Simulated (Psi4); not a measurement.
# BSiNH₅: molecular dynamics (part 2 of 2)

The same run, continued: BSiNH₅, multiplicity 2, SMILES B[N][SiH3]; M06-2X/6-31G**, UKS (Psi4 1.11). The geometry comes from this level: PBE0-D4/def2-TZVP (4 decimals).

Geometry of the input (Å):
```
B  -0.5083  0.6611  -1.5076
N  -0.0902  0.1777  -0.3310
Si 0.4189  -0.5023  1.1535
H  -1.0652  -0.0631  -2.2975
H  -0.3331  1.8219  -1.7893
H  -0.2560  0.1680  2.2931
H  1.8906  -0.3814  1.3040
H  0.0354  -1.9391  1.1192
```

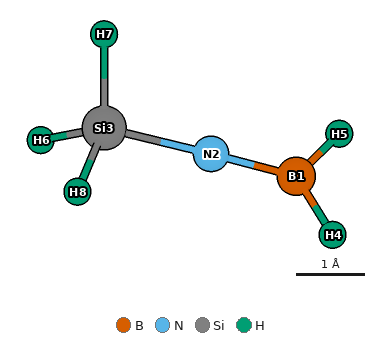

*The geometry at step 8 of the log (ball-and-stick view, seen at a tilt; atoms are numbered from 1 in the order of the input).*

Output, continued:
```
 ------------------------------------------------------------------------------------

	total time  =         13 seconds =       0.22 minutes

         ------------------------------------------------------------
                                   SCF GRAD
         ------------------------------------------------------------

  ==> Geometry <==

    Molecular point group: c1
    Full point group: C1

    Geometry (in Angstrom), charge = 0, multiplicity = 2:

       Center              X                  Y                   Z               Mass
    ------------   -----------------  -----------------  -----------------  -----------------
         B           -0.590693564454     0.759128302092    -1.706028029950    11.009305360000
         N           -0.190253310290     0.257763679070    -0.510996863473    14.003074004430
         SI           0.329509951103    -0.427295869869     0.945561202375    27.976926534650
         H           -1.012759309025     0.004980453831    -2.505056593692     1.007825032230
         H           -0.432154733496     1.976956069013    -2.022485623826     1.007825032230
         H           -0.405268689177     0.151171399599     2.087785296688     1.007825032230
         H            1.836418130707    -0.321519868443     0.970328382452     1.007825032230
         H           -0.037254855724    -1.824024735503     0.957250484977     1.007825032230

  Nuclear repulsion =   91.082813073811764

  ==> Basis Set <==

  Basis Set: 6-31G**
    Blend: 6-31G**
    Number of shells: 35
    Number of basis functions: 74
    Number of Cartesian functions: 74
    Spherical Harmonics?: false
    Max angular momentum: 2

  ==> DFJKGrad: Density-Fitted SCF Gradients <==

    Gradient:                    1
    J tasked:                  Yes
    K tasked:                  Yes
    wK tasked:                  No
    Integrals threads:           1
    Memory [MiB]:             1144
    Schwarz Cutoff:          1E-12
    Fitting Condition:       1E-10

   => Auxiliary Basis Set <=

  Basis Set: (6-31G** AUX)
    Blend: CC-PVDZ-JKFIT
    Number of shells: 129
    Number of basis functions: 417
    Number of Cartesian functions: 417
    Spherical Harmonics?: false
    Max angular momentum: 3

  ==> DFT Potential <==

   => LibXC <=

    Version 7.1.2

   => Composite Functional: M06-2X <=

    Deriv               =              1
    GGA                 =           TRUE
    Meta                =           TRUE

    Exchange Hybrid     =           TRUE
    MP2 Hybrid          =          FALSE

   => Exchange Functionals <=

    1.0000   XC_HYB_MGGA_X_M06_2X

   => Exact (HF) Exchange <=

    0.5400               HF

   => Correlation Functionals <=

    1.0000   XC_MGGA_C_M06_2X

   => LibXC Density Thresholds  <==

    XC_MGGA_C_M06_2X:  1.00E-12
    XC_HYB_MGGA_X_M06_2X:  1.00E-15

   => Molecular Quadrature <=

    Radial Scheme          =       TREUTLER
    Pruning Scheme         =           NONE
    Nuclear Scheme         =       TREUTLER

    Blocking Scheme        =         OCTREE
    BS radius alpha        =              1
    Pruning alpha          =              1
    Radial Points          =             75
    Spherical Points       =            302
    Total Points           =         173496
    Total Blocks           =           1357
    Max Points             =            256
    Max Functions          =             74
    Weights Tolerance      =       1.00E-15

  -Total Gradient:
     Atom            X                  Y                   Z
    ------   -----------------  -----------------  -----------------
       1       -0.013500606616    -0.024337261544    -0.003567035405
       2        0.010879882798    -0.013506332252     0.021697383499
       3       -0.017286097679    -0.002576364515    -0.010407736141
       4        0.006829625764     0.006176682011     0.008299194336
       5        0.004132074671     0.024302924477    -0.009474276250
       6       -0.004977422914    -0.004994737853    -0.002574066079
       7        0.011122732074    -0.001056891950    -0.006827367435
       8        0.002705838120     0.015957345657     0.002861898864

	total time  =          2 seconds =       0.03 minutes
```

Standard output:
```
step   0  Epot  -10122.282516  Ekin  0.363821  Etot  -10121.918695 eV  T   351.8 K
step   1  Epot  -10122.280676  Ekin  0.361991  Etot  -10121.918685 eV  T   350.1 K
step   2  Epot  -10122.275969  Ekin  0.357299  Etot  -10121.918670 eV  T   345.5 K
step   3  Epot  -10122.268643  Ekin  0.349993  Etot  -10121.918650 eV  T   338.5 K
step   4  Epot  -10122.259043  Ekin  0.340416  Etot  -10121.918627 eV  T   329.2 K
step   5  Epot  -10122.247589  Ekin  0.328986  Etot  -10121.918602 eV  T   318.1 K
step   6  Epot  -10122.234757  Ekin  0.316180  Etot  -10121.918577 eV  T   305.8 K
step   7  Epot  -10122.221058  Ekin  0.302505  Etot  -10121.918553 eV  T   292.5 K
step   8  Epot  -10122.207011  Ekin  0.288480  Etot  -10121.918531 eV  T   279.0 K
step   9  Epot  -10122.193124  Ekin  0.274613  Etot  -10121.918511 eV  T   265.6 K
step  10  Epot  -10122.179870  Ekin  0.261376  Etot  -10121.918494 eV  T   252.8 K
step  11  Epot  -10122.167672  Ekin  0.249191  Etot  -10121.918481 eV  T   241.0 K
step  12  Epot  -10122.156878  Ekin  0.238407  Etot  -10121.918472 eV  T   230.5 K
step  13  Epot  -10122.147754  Ekin  0.229288  Etot  -10121.918466 eV  T   221.7 K
step  14  Epot  -10122.140470  Ekin  0.222005  Etot  -10121.918465 eV  T   214.7 K
step  15  Epot  -10122.135094  Ekin  0.216628  Etot  -10121.918467 eV  T   209.5 K
```

Trajectory as extended XYZ (Å, eV, eV/Å), 13 of the 16 frames kept, from step=0 to step=15:
```
8
Properties=species:S:1:pos:R:3:forces:R:3 step=0 energy=-10122.28260
B    -0.5083    0.6611   -1.5076   -0.2041   0.2407  -0.5775
N    -0.0902    0.1777   -0.3310    0.0395  -0.0331   0.1048
Si    0.4189   -0.5023    1.1535    0.1228  -0.1760   0.3694
H    -1.0652   -0.0631   -2.2975    0.0559   0.0550   0.0892
H    -0.3331    1.8219   -1.7893   -0.0084  -0.1085   0.0436
H    -0.2560    0.1680    2.2931    0.0538  -0.0565  -0.0612
H     1.8906   -0.3814    1.3040   -0.0951  -0.0178   0.0082
H     0.0354   -1.9391    1.1192    0.0312   0.0883   0.0190
8
Properties=species:S:1:pos:R:3:forces:R:3 step=1 energy=-10122.28076
B    -0.5080    0.6619   -1.5073   -0.1082   0.4127  -0.5250
N    -0.0909    0.1776   -0.3295   -0.0027   0.0221   0.0152
Si    0.4188   -0.5027    1.1530    0.2030  -0.1364   0.3888
H    -1.0551   -0.0633   -2.2971    0.0066   0.0104   0.0306
H    -0.3333    1.8301   -1.7926   -0.0355  -0.2746   0.0982
H    -0.2606    0.1612    2.2928    0.0708  -0.0344  -0.0471
H     1.8943   -0.3828    1.2946   -0.1515  -0.0132   0.0291
H     0.0367   -1.9354    1.1220    0.0141   0.0062   0.0058
8
Properties=species:S:1:pos:R:3:forces:R:3 step=2 energy=-10122.27605
B    -0.5077    0.6627   -1.5071   -0.0142   0.5750  -0.4678
N    -0.0916    0.1775   -0.3280   -0.0453   0.0776  -0.0753
Si    0.4186   -0.5031    1.1525    0.2824  -0.0955   0.4070
H    -1.0450   -0.0634   -2.2967   -0.0421  -0.0352  -0.0293
H    -0.3335    1.8382   -1.7958   -0.0607  -0.4302   0.1501
H    -0.2652    0.1545    2.2924    0.0871  -0.0118  -0.0326
H     1.8980   -0.3842    1.2853   -0.2063  -0.0086   0.0506
H     0.0380   -1.9317    1.1248   -0.0033  -0.0774  -0.0072
8
Properties=species:S:1:pos:R:3:forces:R:3 step=4 energy=-10122.25913
B    -0.5071    0.6644   -1.5066    0.1644   0.8632  -0.3427
N    -0.0931    0.1772   -0.3249   -0.1313   0.1882  -0.2572
Si    0.4184   -0.5038    1.1515    0.4355  -0.0135   0.4399
H    -1.0249   -0.0638   -2.2959   -0.1349  -0.1259  -0.1482
H    -0.3341    1.8535   -1.8020   -0.1055  -0.7053   0.2444
H    -0.2742    0.1409    2.2916    0.1180   0.0337  -0.0027
H     1.9049   -0.3871    1.2667   -0.3083   0.0006   0.0950
H     0.0405   -1.9245    1.1304   -0.0380  -0.2455  -0.0325
8
Properties=species:S:1:pos:R:3:forces:R:3 step=5 energy=-10122.24767
B    -0.5067    0.6654   -1.5064    0.2472   0.9863  -0.2773
N    -0.0938    0.1771   -0.3234   -0.1743   0.2426  -0.3476
Si    0.4183   -0.5042    1.1510    0.5073   0.0258   0.4545
H    -1.0149   -0.0641   -2.2957   -0.1776  -0.1692  -0.2050
H    -0.3345    1.8605   -1.8049   -0.1248  -0.8232   0.2861
H    -0.2786    0.1341    2.2912    0.1325   0.0566   0.0124
H     1.9081   -0.3885    1.2575   -0.3546   0.0053   0.1178
H     0.0418   -1.9211    1.1332   -0.0547  -0.3277  -0.0447
8
Properties=species:S:1:pos:R:3:forces:R:3 step=6 energy=-10122.23484
B    -0.5064    0.6664   -1.5063    0.3246   1.0938  -0.2118
N    -0.0945    0.1771   -0.3219   -0.2170   0.2960  -0.4369
Si    0.4182   -0.5046    1.1505    0.5749   0.0626   0.4677
H    -1.0051   -0.0645   -2.2955   -0.2170  -0.2099  -0.2585
H    -0.3349    1.8671   -1.8076   -0.1421  -0.9274   0.3241
H    -0.2829    0.1274    2.2908    0.1465   0.0792   0.0273
H     1.9110   -0.3900    1.2483   -0.3973   0.0100   0.1410
H     0.0430   -1.9179    1.1360   -0.0707  -0.4072  -0.0566
8
Properties=species:S:1:pos:R:3:forces:R:3 step=8 energy=-10122.20709
B    -0.5057    0.6685   -1.5060    0.4602   1.2587  -0.0860
N    -0.0960    0.1769   -0.3190   -0.3009   0.3990  -0.6102
Si    0.4180   -0.5054    1.1496    0.6946   0.1251   0.4904
H    -0.9858   -0.0657   -2.2957   -0.2831  -0.2792  -0.3508
H    -0.3361    1.8784   -1.8124   -0.1708  -1.0946   0.3882
H    -0.2912    0.1141    2.2901    0.1731   0.1236   0.0562
H     1.9162   -0.3928    1.2303   -0.4702   0.0196   0.1881
H     0.0453   -1.9123    1.1414   -0.0994  -0.5534  -0.0793
8
Properties=species:S:1:pos:R:3:forces:R:3 step=9 energy=-10122.19321
B    -0.5053    0.6697   -1.5058    0.5173   1.3146  -0.0284
N    -0.0968    0.1769   -0.3176   -0.3417   0.4480  -0.6932
Si    0.4180   -0.5058    1.1492    0.7453   0.1486   0.5000
H    -0.9764   -0.0665   -2.2961   -0.3090  -0.3060  -0.3873
H    -0.3368    1.8832   -1.8145   -0.1822  -1.1575   0.4144
H    -0.2952    0.1075    2.2897    0.1857   0.1451   0.0698
H     1.9184   -0.3942    1.2214   -0.5000   0.0245   0.2118
H     0.0464   -1.9100    1.1440   -0.1115  -0.6178  -0.0900
8
Properties=species:S:1:pos:R:3:forces:R:3 step=10 energy=-10122.17995
B    -0.5049    0.6710   -1.5057    0.5667   1.3521   0.0240
N    -0.0976    0.1768   -0.3162   -0.3814   0.4950  -0.7732
Si    0.4179   -0.5062    1.1487    0.7890   0.1658   0.5084
H    -0.9672   -0.0676   -2.2968   -0.3295  -0.3266  -0.4161
H    -0.3377    1.8872   -1.8163   -0.1917  -1.2067   0.4365
H    -0.2991    0.1011    2.2895    0.1980   0.1659   0.0828
H     1.9203   -0.3956    1.2127   -0.5249   0.0294   0.2356
H     0.0474   -1.9080    1.1466   -0.1218  -0.6748  -0.1004
8
Properties=species:S:1:pos:R:3:forces:R:3 step=11 energy=-10122.16775
B    -0.5044    0.6723   -1.5055    0.6081   1.3707   0.0703
N    -0.0984    0.1768   -0.3149   -0.4200   0.5398  -0.8498
Si    0.4179   -0.5065    1.1483    0.8254   0.1759   0.5157
H    -0.9582   -0.0688   -2.2977   -0.3446  -0.3401  -0.4365
H    -0.3386    1.8905   -1.8179   -0.1994  -1.2424   0.4547
H    -0.3029    0.0947    2.2892    0.2100   0.1860   0.0948
H     1.9219   -0.3970    1.2041   -0.5447   0.0344   0.2593
H     0.0483   -1.9064    1.1491   -0.1300  -0.7236  -0.1105
8
Properties=species:S:1:pos:R:3:forces:R:3 step=12 energy=-10122.15696
B    -0.5039    0.6737   -1.5054    0.6415   1.3700   0.1097
N    -0.0992    0.1769   -0.3135   -0.4572   0.5824  -0.9227
Si    0.4179   -0.5069    1.1479    0.8538   0.1780   0.5220
H    -0.9494   -0.0702   -2.2988   -0.3541  -0.3462  -0.4480
H    -0.3397    1.8931   -1.8192   -0.2052  -1.2645   0.4689
H    -0.3066    0.0884    2.2891    0.2217   0.2052   0.1059
H     1.9232   -0.3983    1.1957   -0.5595   0.0394   0.2828
H     0.0492   -1.9053    1.1515   -0.1360  -0.7631  -0.1201
8
Properties=species:S:1:pos:R:3:forces:R:3 step=14 energy=-10122.14055
B    -0.5028    0.6768   -1.5050    0.6843   1.3104   0.1663
N    -0.1009    0.1770   -0.3110   -0.5271   0.6598  -1.0559
Si    0.4179   -0.5076    1.1471    0.8858   0.1566   0.5317
H    -0.9324   -0.0737   -2.3019   -0.3571  -0.3349  -0.4430
H    -0.3422    1.8960   -1.8209   -0.2118  -1.2682   0.4851
H    -0.3135    0.0763    2.2889    0.2447   0.2407   0.1248
H     1.9247   -0.4009    1.1794   -0.5732   0.0494   0.3288
H     0.0506   -1.9044    1.1562   -0.1406  -0.8121  -0.1384
8
Properties=species:S:1:pos:R:3:forces:R:3 step=15 energy=-10122.13518
B    -0.5022    0.6784   -1.5049    0.6942   1.2515   0.1834
N    -0.1018    0.1771   -0.3098   -0.5595   0.6945  -1.1157
Si    0.4180   -0.5080    1.1467    0.8889   0.1325   0.5352
H    -0.9243   -0.0757   -2.3039   -0.3512  -0.3176  -0.4268
H    -0.3437    1.8963   -1.8213   -0.2125  -1.2497   0.4872
H    -0.3168    0.0705    2.2889    0.2560   0.2568   0.1324
H     1.9249   -0.4022    1.1715   -0.5719   0.0544   0.3511
H     0.0512   -1.9047    1.1584   -0.1391  -0.8206  -0.1472
```
